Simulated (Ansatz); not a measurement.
**Resistivity from frozen vibrations: Pd(111) with 4 thermally displaced layers, 2x2**

How much do lattice vibrations at 180 K scatter the electrons of Pd? Layers with random displacements are laid between perfect leads, and the resistance is followed against their length.

Program: Ansatz 0.2.0. Level of theory: Ansatz plane-wave DFT, PBE, PAW files; ballistic transport by layer matching (Landauer), zero bias; PAW set soft_1. Results are calculated unless marked as measured.

## 1. Set-up

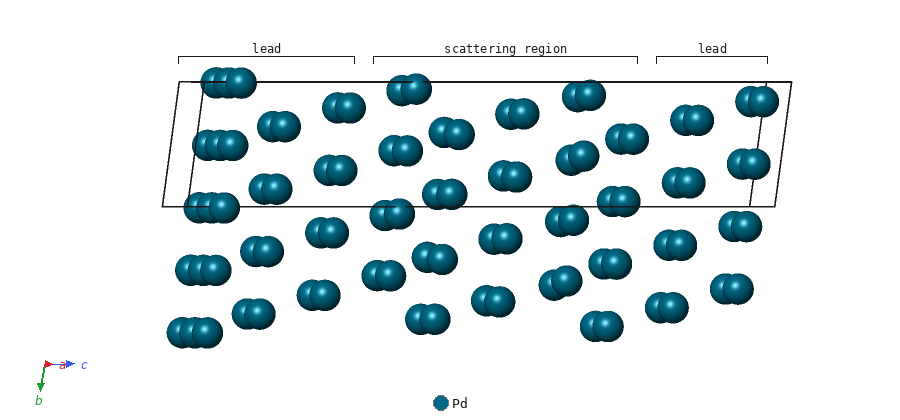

The cell as given, from the side, with the c axis across the page (palladium blue). 1×2×1 cells are drawn. Some periodic images of atoms are drawn too.

The cell holds 40 atoms: 40 Pd. Cell: a = 5.501 Å, b = 5.501 Å, c = 22.514 Å, α = 93.5°, β = 86.5°, γ = 120.0°. It derives from Pd. Regions: lead, 24 atoms (24 Pd); scattering region, 16 atoms (16 Pd). The structure is stacked along c, and the current runs across the ab planes.

## 2. With 4 displaced layers

Each atom of 4 layers is moved at random, by amounts drawn from a normal law 0.059 Å wide in each direction from the Debye model (274 K) at 180 K. The layers about the cell's end stay perfect and serve as the lead. Disorder leaves little or no symmetry, which makes such runs dear. Energies from -0.05 to 0.05 eV in steps of 0.05 eV are too few for the program's thermal sum, so it prints no conductance; for a metal the transmission near the Fermi level serves, at a fraction of the cost.

The input, input.yaml:

```yaml
crystal:
  lattice:
    - [5.5010079149, 0.0, 0.0]
    - [-2.7505039575, 4.7640126007, 0.0]
    - [1.3752519787, -0.7940021001, 22.4577707709]
  atoms:
    - { symbol: Pd, position: [0.9916666667, 0.0083333333, 0.05] }
    - { symbol: Pd, position: [0.9916666667, 0.5083333333, 0.05] }
    - { symbol: Pd, position: [0.4916666667, 0.0083333333, 0.05] }
    - { symbol: Pd, position: [0.4916666667, 0.5083333333, 0.05] }
    - { symbol: Pd, position: [0.1416666667, 0.3583333333, 0.15] }
    - { symbol: Pd, position: [0.1416666667, 0.8583333333, 0.15] }
    - { symbol: Pd, position: [0.6416666667, 0.3583333333, 0.15] }
    - { symbol: Pd, position: [0.6416666667, 0.8583333333, 0.15] }
    - { symbol: Pd, position: [0.2916666667, 0.2083333333, 0.25] }
    - { symbol: Pd, position: [0.2916666667, 0.7083333333, 0.25] }
    - { symbol: Pd, position: [0.7916666667, 0.2083333333, 0.25] }
    - { symbol: Pd, position: [0.7916666667, 0.7083333333, 0.25] }
    - { symbol: Pd, position: [0.9419168607, 0.0569769286, 0.351683437] }
    - { symbol: Pd, position: [0.9393150964, 0.5518540026, 0.3509505012] }
    - { symbol: Pd, position: [0.4618365414, 0.0697607776, 0.3481501374] }
    - { symbol: Pd, position: [0.4242072218, 0.5506281323, 0.3501086309] }
    - { symbol: Pd, position: [0.0659061989, 0.4050763355, 0.4467249557] }
    - { symbol: Pd, position: [0.080574926, 0.9014505747, 0.4491685626] }
    - { symbol: Pd, position: [0.6025994845, 0.421195327, 0.4496621294] }
    - { symbol: Pd, position: [0.602055292, 0.9002445714, 0.4509239914] }
    - { symbol: Pd, position: [0.2522703336, 0.2591725555, 0.5480456124] }
    - { symbol: Pd, position: [0.228842881, 0.752757892, 0.5505788125] }
    - { symbol: Pd, position: [0.7296058536, 0.2556715766, 0.5495814557] }
    - { symbol: Pd, position: [0.748644956, 0.7611489729, 0.5509341449] }
    - { symbol: Pd, position: [0.8835036821, 0.10707069, 0.6520607848] }
    - { symbol: Pd, position: [0.8992290914, 0.5933948802, 0.653979552] }
    - { symbol: Pd, position: [0.4108346842, 0.1181308139, 0.6506951571] }
    - { symbol: Pd, position: [0.3964725816, 0.6272591985, 0.6551528023] }
    - { symbol: Pd, position: [0.0416666667, 0.4583333333, 0.75] }
    - { symbol: Pd, position: [0.0416666667, 0.9583333333, 0.75] }
    - { symbol: Pd, position: [0.5416666667, 0.4583333333, 0.75] }
    - { symbol: Pd, position: [0.5416666667, 0.9583333333, 0.75] }
    - { symbol: Pd, position: [0.1916666667, 0.3083333333, 0.85] }
    - { symbol: Pd, position: [0.1916666667, 0.8083333333, 0.85] }
    - { symbol: Pd, position: [0.6916666667, 0.3083333333, 0.85] }
    - { symbol: Pd, position: [0.6916666667, 0.8083333333, 0.85] }
    - { symbol: Pd, position: [0.8416666667, 0.1583333333, 0.95] }
    - { symbol: Pd, position: [0.8416666667, 0.6583333333, 0.95] }
    - { symbol: Pd, position: [0.3416666667, 0.1583333333, 0.95] }
    - { symbol: Pd, position: [0.3416666667, 0.6583333333, 0.95] }
kpoints:
  mp_grid: { grid: [5, 5, 1] }
hamiltonian:
  xc: pbe
  pseudopotentials: { kind: paw, azcp: { folder: soft_1 } }
scf:
  occupations: { method: fermi_dirac, width: 0.1 }
output:
  transmission:
    leads: [[0, 4]]
    kmesh: [10, 10]
    e_range: [-0.05, 0.05]
    de: 0.05
  write_potential: true
  write_density: true
  volumetric_format: npy
  elf: true
```

Started as:

```console
$ ansatz run input.yaml --threads 4 --pin off --max-ram 15360MiB --backend cpu --events-out ev --progress --plain --runs-dir out
```

Numbers of over 12 decimals in the logs are rounded to 6 here.

The log of the run:

```text
Engine: ansatz 0.2.0, aarch64-unknown-linux-gnu
Pseudopotentials: kind: paw
Pseudopotential: Pd, paw, valence charge 18, recommended cutoff 420 eV (normal), soft_1/Pd.paw.azcp
Functional definition: PBE
  parameter kappa = 0.804
  parameter beta = 0.066725
  exchange = pbe_x(kappa = kappa, mu = beta*pi^2/3)
  correlation = pbe_c(beta = beta)
Crystal: 40 atoms, lattice volume = 588.548 Å³
Basis set: ecut = 420 eV, 11489 PW (Γ)
Bands: 432, of which v1, the nominal top of the filled ones, is band 360 counted from 1 (359 counted from 0)
Symmetry: 1 space group operations
Space group: P1 (ITA 1), of the structure as read, at distance tolerance 8.4e-5 Å
k-points: 13 of 25 (time reversal used)
Non-local potential: Pd, projectors of the file, l = 0: 2, l = 1: 2, l = 2: 2, l = 3: 1
PAW form: soft (Blöchl's): semilocal exchange-correlation on the pseudo side does not see the compensation charge
PAW one-centre angular grid: Pd, 590 points (default); XC on 64 Gauss nodes
Initial density: superposition of atomic densities (chi_scale 0.1, normalization cell)
Initial wavefunctions: pseudopotential atomic-orbital guess
Functional: x = pbe(κ = 0.804, μ = 0.219515), c = pbe(β = 0.066725)
SCF iter   1: F=—  HF=-278952.243412 eV  |F-HF|=—  |Δ(HF+E_count)|=         —  Δρ=1.52e-1  dr2=1.38e2  ethr=3.10e-3  ⟨swp⟩=5.0  Hψ=18193  notcnv=0  defer=64
preconditioner: auto → Kerker (q_TF=auto, 2.822 Å⁻¹)  [metal: Δε(μ)=0.007 eV  Ē_g=8.297 eV  σ=0.100 eV  W_gap=0.02  n_scr=240 (ndim 8)  ℏωp=30.6 eV  f_vac=0.000  D(μ)=76.10/eV (n_scr^D=1140)]
SCF iter   2: F=—  HF=-278923.951581 eV  |F-HF|=—  |Δ(HF+E_count)|=    2.83e1  Δρ=7.19e-2  dr2=3.07e1  ethr=3.10e-3  ⟨swp⟩=2.2  Hψ=9492  notcnv=0  defer=515
SCF iter   3: F=—  HF=-278916.362309 eV  |F-HF|=—  |Δ(HF+E_count)|=    7.59e0  Δρ=1.39e-2  dr2=8.81e-1  ethr=3.10e-3  ⟨swp⟩=2.0  Hψ=9277  notcnv=0  defer=537
SCF iter   4: F=—  HF=-278916.405784 eV  |F-HF|=—  |Δ(HF+E_count)|=   4.35e-2  Δρ=2.71e-3  dr2=2.93e-2  ethr=1.22e-4  ⟨swp⟩=2.2  Hψ=7279  notcnv=0  defer=537
SCF iter   5: F=—  HF=-278916.417688 eV  |F-HF|=—  |Δ(HF+E_count)|=   1.19e-2  Δρ=5.37e-4  dr2=1.95e-3  ethr=4.07e-6  ⟨swp⟩=2.7  Hψ=7312  notcnv=0  defer=537
SCF iter   6: F=—  HF=-278916.417975 eV  |F-HF|=—  |Δ(HF+E_count)|=   2.87e-4  Δρ=1.43e-4  dr2=1.65e-4  ethr=2.70e-7  ⟨swp⟩=2.0  Hψ=7633  notcnv=0  defer=537
SCF iter   7: F=—  HF=-278916.417998 eV  |F-HF|=—  |Δ(HF+E_count)|=   2.37e-5  Δρ=4.22e-5  dr2=2.01e-5  ethr=2.30e-8  ⟨swp⟩=1.0  Hψ=5079  notcnv=0  defer=537
SCF iter   8: F=—  HF=-278916.418617 eV  |F-HF|=—  |Δ(HF+E_count)|=   6.19e-4  Δρ=1.08e-5  dr2=2.51e-6  ethr=2.79e-9  ⟨swp⟩=1.3  Hψ=6264  notcnv=0  defer=537
SCF iter   9: F=—  HF=-278916.418617 eV  |F-HF|=—  |Δ(HF+E_count)|=   3.19e-8  Δρ=4.11e-6  dr2=3.28e-7  ethr=3.49e-10  ⟨swp⟩=1.0  Hψ=5079  notcnv=0  defer=537
SCF iter  10: F=-278916.418617 eV  HF=-278916.418617 eV  |F-HF|=3.75e-8  |Δ(HF+E_count)|=   1.72e-8  Δρ=1.28e-6  dr2=4.15e-8  ethr=1.39e-11  ⟨swp⟩=8.3  Hψ=17687  notcnv=0
SCF 1 converged in 10 iterations: F = -278916.418617 eV  dr2 = 4.15e-8
  greatest PAW one-centre occupation: 0.999 electrons in one spin orbital (limit 2), on the Pd atom at site 16 (counted from 0), in its partial waves of l = 0
transmission: 182 of 1820 steps passed
transmission: 364 of 1820 steps passed
[...]
transmission: 1820 of 1820 steps passed
SCF converged after 10 iterations
Free energy (F): -278916.418617 eV
Harris-Foulkes:  -278916.418617 eV  (|F-HF|=3.75e-8)
Internal energy: -278914.019714 eV  (E = F + TS)
E sigma→0 (E₀):  -278915.219165 eV
Entropy (-TS):   -2.398903 eV (-59.973 meV/atom)
Fermi energy:    19.742536 eV
--- Per-component energies (eV) ---
  E_band       = -5547.726246
  E_kinetic    = 17959.526128
  E_local      = -73459.700211  (includes V_loc(G=0)·N_el)
  E_nonlocal   = 14825.577170
  E_hartree    = 29603.822563
  E_xc         = -5550.300387
  E_vxc        = -7020.533808  (∫ρ·V_xc dr)
  E_paw        = -152431.823372  (= ΣΔE_a)
  E_vpaw       = -17060.253952  (= ΣTr[D̂ρ^β])
  E_aug_tail   = 0.009496  (compensation charges beyond the density's cutoff)
  E_ewald      = -109861.131100
  E_smearing   = -2.398903  (= −TS)
  E_closure    = 0.000000  (closes the sum)
  Σ components = -278916.418617   (vs F -278916.418617, Δ=0.00e0)
--- Band table (eV; the first three rows and the last of 13) ---
  k-point 0: bands = [... 356 lower, 19.8127, 19.8256, 19.8343, 19.8405, 19.8508, 19.8801, 19.8922, 19.9277, ... 68 higher]
  k-point 1: bands = [... 356 lower, 19.6703, 19.6870, 19.6981, 19.7174, 19.7517, 19.7761, 19.8642, 19.8729, ... 68 higher]
  k-point 2: bands = [... 356 lower, 19.6366, 19.6953, 19.7387, 19.7447, 19.7551, 19.7655, 19.7773, 19.8042, ... 68 higher]
  k-point 12: bands = [... 356 lower, 19.5865, 19.6209, 19.6983, 19.7231, 19.7486, 19.7645, 19.7776, 19.7914, ... 68 higher]
--- Transmission ---
  basis      : 235 plane waves across, 35 finite elements along
  points     : 52, standing for a mesh of 10 x 10
  energies   : 3 from -0.050000 to 0.050000 eV about the Fermi level, 0.050000 eV apart; the leads are filled to 0.000000 eV, and channels, transmission and decay are at 0.000000 eV
  crystal 0  : Pd4, at the sites [0, 4], period 2.2458 Å, over 13.47 Å; its Hamiltonian steps by up to 8.9 meV
    offset         : up to 0.0000 Å between an atom of the period and one for which it stands
    channels       : 5.230000e0 a spin
    conductance    : none, the energies end too early or step too widely for 300 K: set another output.transmission.e_range or a lower de, or, where they end at an eighth of basis.ecutwfc, a higher one
  junction   : crystal 0 to crystal 0, 0.70 to 20.91 Å
    transmission   : 4.662490e0 a spin
    conductance    : none, the energies end too early or step too widely for 300 K: set another output.transmission.e_range or a lower de, or, where they end at an eighth of basis.ecutwfc, a higher one
```

Run time: 14 min. Hardware: 4 threads of Arm Neoverse N1, shared host; peak memory 5.5 GiB; 54 min of CPU time.

Reading the cycles: dr2 is the Hartree energy of the density residual (eV), the measure of convergence; HF is the Harris–Foulkes estimate of the energy, which meets the free energy F at convergence.

This step gave:

```
free energy                                    : -278916.4186 eV
energy at zero smearing                        : -278915.2192 eV
Fermi energy                                   : 19.74 eV
cell area                                      : 26.21 Å²
transmission per spin nearest the Fermi level  : 4.662
open channels per spin nearest the Fermi level : 5.23
step of the lead's potential                   : 8.9 meV
```

Per spin. The transmission, zone mean by energy, zero at the Fermi level:

| energy (eV) | transmission, zone mean |
| --- | --- |
| -0.0500 | 5.34 |
| 0.0000 | 4.66 |
| 0.0500 | 4.13 |

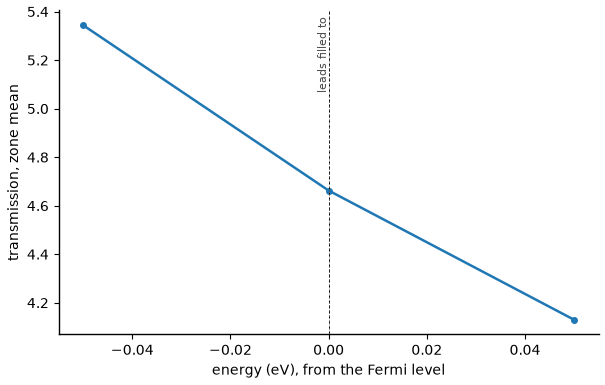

Transmission, zone mean, plotted against energy.

Per spin. The open channels, zone mean, lead by energy, zero at the Fermi level:

| energy (eV) | open channels, zone mean, lead |
| --- | --- |
| -0.0500 | 6.25 |
| 0.0000 | 5.23 |
| 0.0500 | 4.51 |

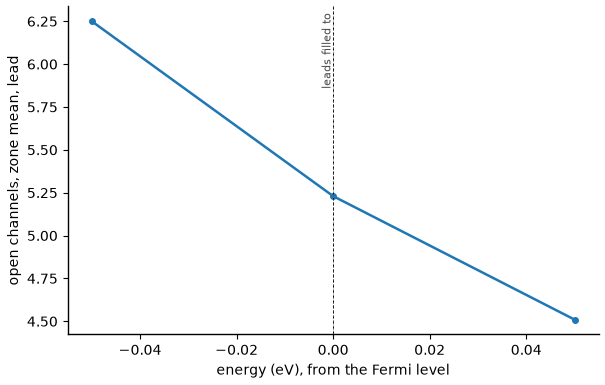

Open channels, zone mean, lead, plotted against energy.

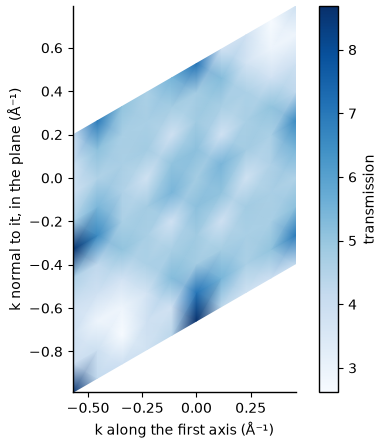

Transmission over k1 and k2. At 0.0000 eV from the Fermi level.

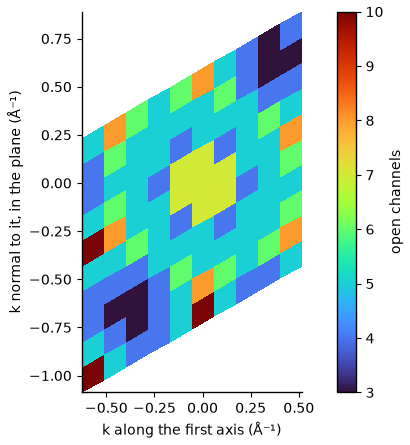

Open channels over k1 and k2. At 0.0000 eV from the Fermi level.

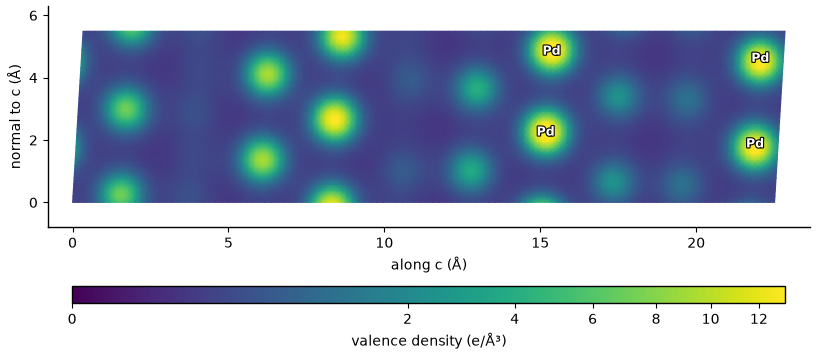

Valence density in the ca plane at fractional y = 0.118, with atoms of Pd within 0.2 Å of it. It is the smooth field of the valence electrons, not physical close to the nuclei. The colour scale is stretched toward low values.

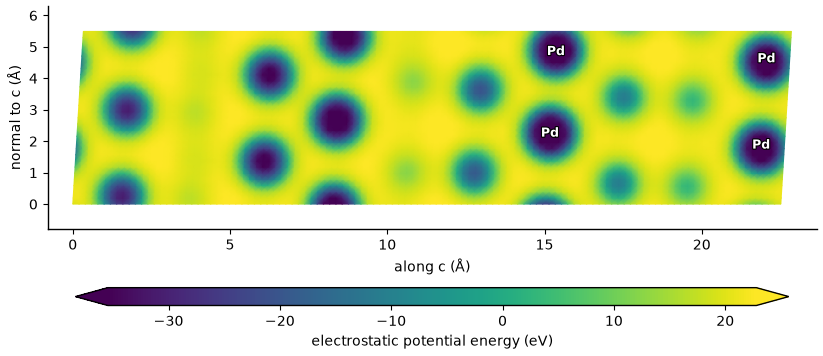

Electrostatic potential energy in the ca plane at fractional y = 0.118, with atoms of Pd within 0.2 Å of it. With pseudopotentials it is smooth inside the atoms' cores, unlike the true potential.

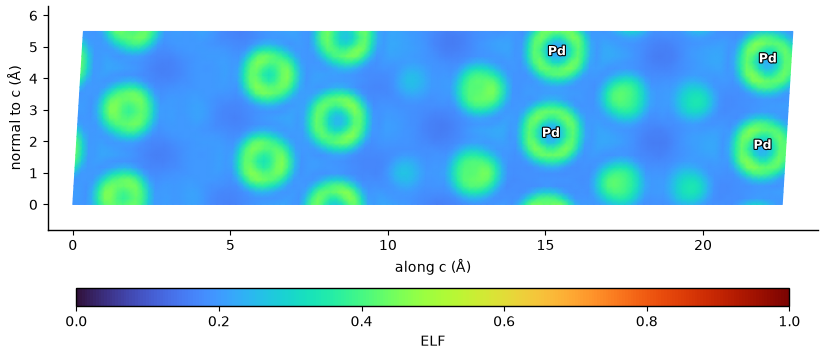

ELF in the ca plane at fractional y = 0.118, with atoms of Pd within 0.2 Å of it. It is the smooth field of the valence electrons, not physical close to the nuclei.

Over the solved energies the transmission per spin lies between 4.13 and 5.34, out of 5.33 channels of the lead on average (up to 6.25).

(Part 1 of 2 ends here.)

[Logs are printed without paths, hosts, clocks, repeated set-up lines and the standing remarks that a program may print on its own settings, such as how far it seeks lower states.]

[Hosts, paths, dates, database ids (printed as entryN), source tags and the programs' standing remarks are cut or masked in the printed files.]
